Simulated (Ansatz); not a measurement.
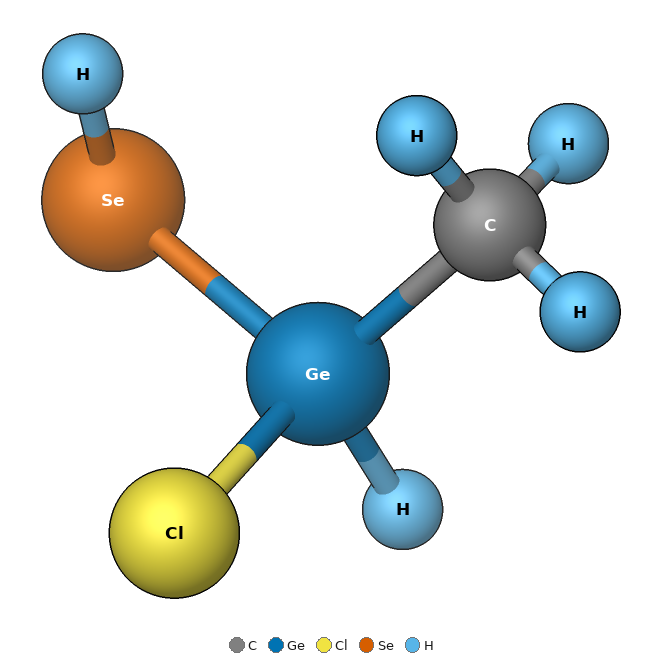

The picture shows a molecular structure as a ball-and-stick model. Every bond is drawn as one stick, whatever its order.

Computed geometry: PBE0-D4/def2-TZVP optimisation.

**Count the atoms of each element.**

CH₅ClGeSe, 9 atoms: 1 carbon, 5 hydrogen, 1 chlorine, 1 germanium and 1 selenium.

**How many bonds of each kind are drawn?**

3 C–H, 1 C–Ge, 1 Cl–Ge, 1 Ge–Se, 1 Ge–H, 1 Se–H.

**Give a SMILES string for it.**

[CH3][Ge@@H]([Cl])[SeH]

**What is the point group of this geometry?**

C1.

**How many sets of symmetry-equivalent atoms are there?**

9: 1 C, 1 Ge, 1 Cl, 1 Se, 1 H, 1 H, 1 H, 1 H, 1 H.

More results for the same structure follow; atom numbers are the same in all pictures, views and colours differ.

## Geometry

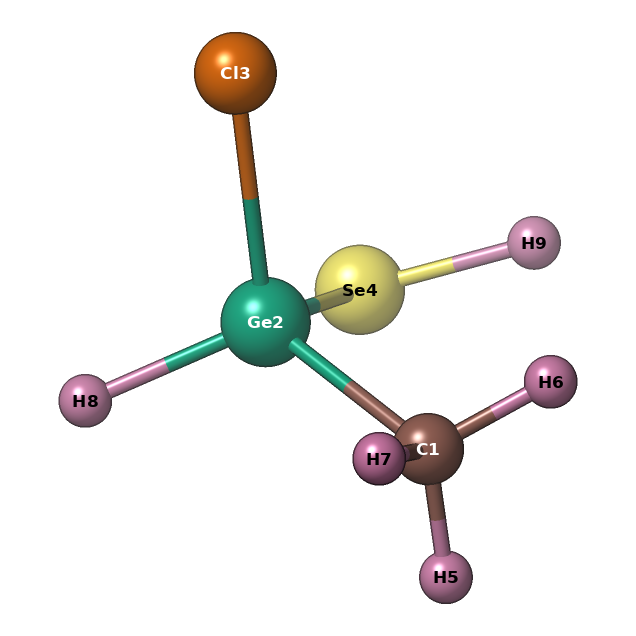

Se4 lies behind Ge2. The molecule seen a little off the Ge2–Se4 bond, Ge2 in front. Atoms fade into the background with distance from the viewer.

**What is the torsion angle Cl3–Ge2–Se4–H9? The sign is positive where the front bond must turn clockwise to cover the back bond.**

74°, synclinal (gauche).

## Thermal motion

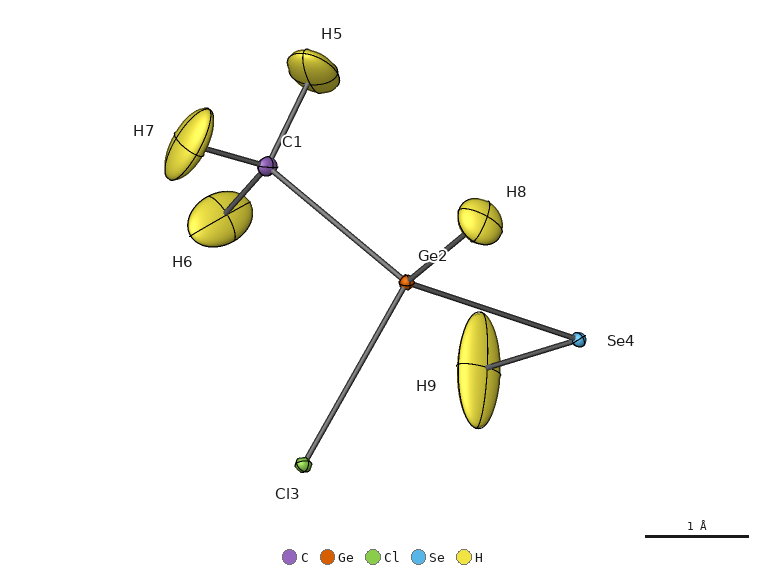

Displacement ellipsoids at the 50 % level, from the internal vibrations of the free molecule (harmonic, no overall translation or rotation; no half-axis is drawn under 0.075 Å). Vibrations computed with RKS PBE0-D4/def2-TZVP (Ansatz 0.2.0). Temperature: 100 K.

Give the displacement parameters, one line for each set of equivalent atoms.

| atom | U_eq (Å²) | rms amplitudes (Å) |
| --- | --- | --- |
| C1 | 0.0040 | 0.041, 0.061, 0.082 |
| Ge2 | 0.00066 | 0.022, 0.025, 0.030 |
| Cl3 | 0.0016 | 0.022, 0.032, 0.057 |
| Se4 | 0.00042 | 0.010, 0.020, 0.028 |
| H5 | 0.0351 | 0.092, 0.159, 0.267 |
| H6 | 0.0361 | 0.084, 0.163, 0.273 |
| H7 | 0.0347 | 0.099, 0.163, 0.260 |
| H8 | 0.0192 | 0.091, 0.155, 0.159 |
| H9 | 0.0607 | 0.083, 0.168, 0.383 |

## Dipole moment

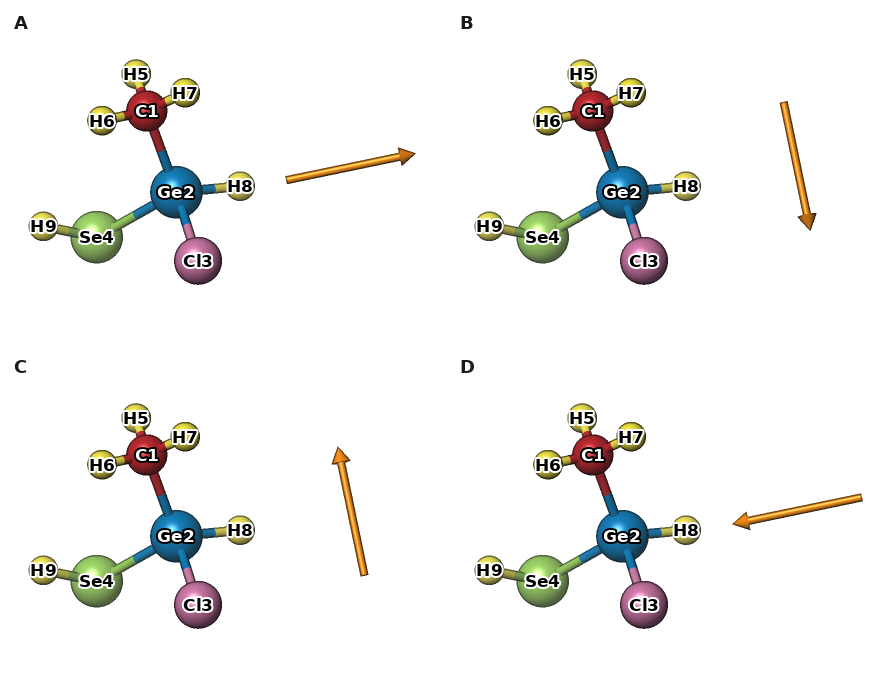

The same molecule four times, each with an arrow. Level of theory: RKS ωB97M-V/def2-TZVPP (Ansatz 0.2.0).

**Which arrow points along the dipole moment, from the negative to the positive end?**

C. The dipole moment is 2.36 D; it points from the side of Cl3 to the side of H5 (the outermost atoms at the two ends).

## Vibrations

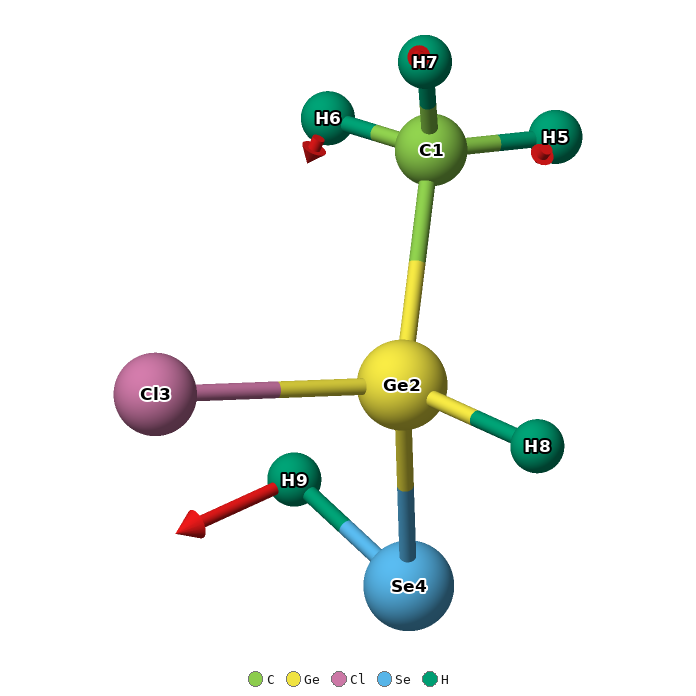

The arrows show one normal mode. Harmonic vibrations computed with RKS PBE0-D4/def2-TZVP (Ansatz 0.2.0) at a stationary point of the same level.

**Describe the motion.**

A torsion or out-of-plane motion in which bond lengths and bond angles hardly change.

**At what wavenumber does it lie?**

159 cm⁻¹; it is mode 4 of 21 counted from the lowest.
